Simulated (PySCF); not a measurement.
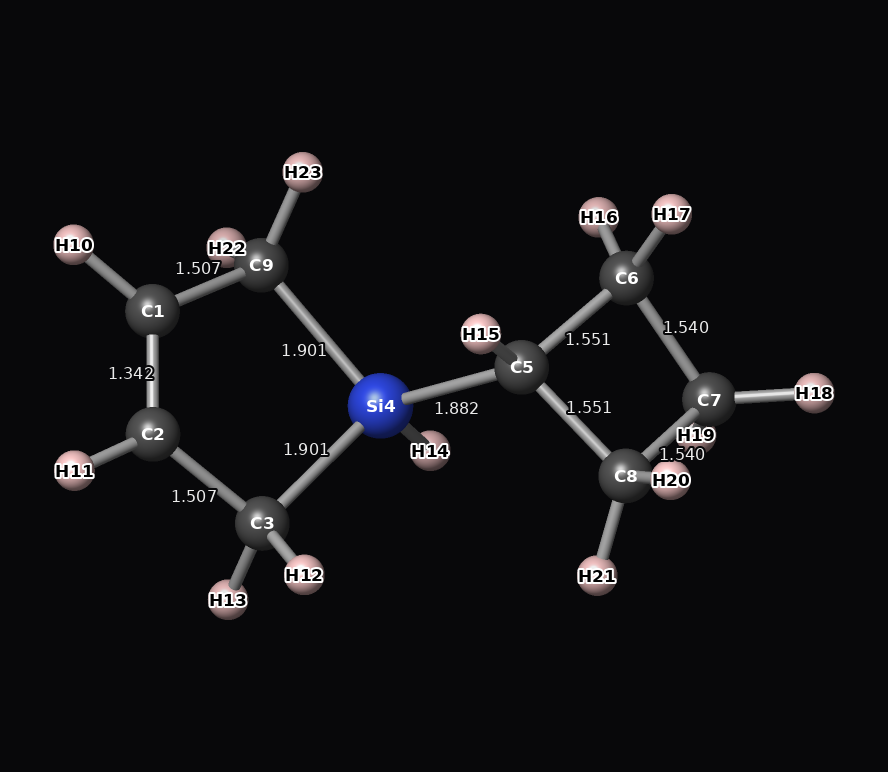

The numbers beside the sticks are distances in Å. Sticks don't show bond order. The computed structure is the end point of a PBE0-D3(BJ)/def2-SVP optimisation. No frequency run is at hand to confirm it as a minimum.

Q: Assign a bond order to each marked bond.

A: C1–C2 double; C1–C9 single; C2–C3 single; C3–Si4 single; Si4–C5 single; Si4–C9 single; C5–C6 single; C5–C8 single; C6–C7 single; C7–C8 single.

Q: Give the structure as SMILES.

A: C1=CC[SiH](C2CCC2)C1
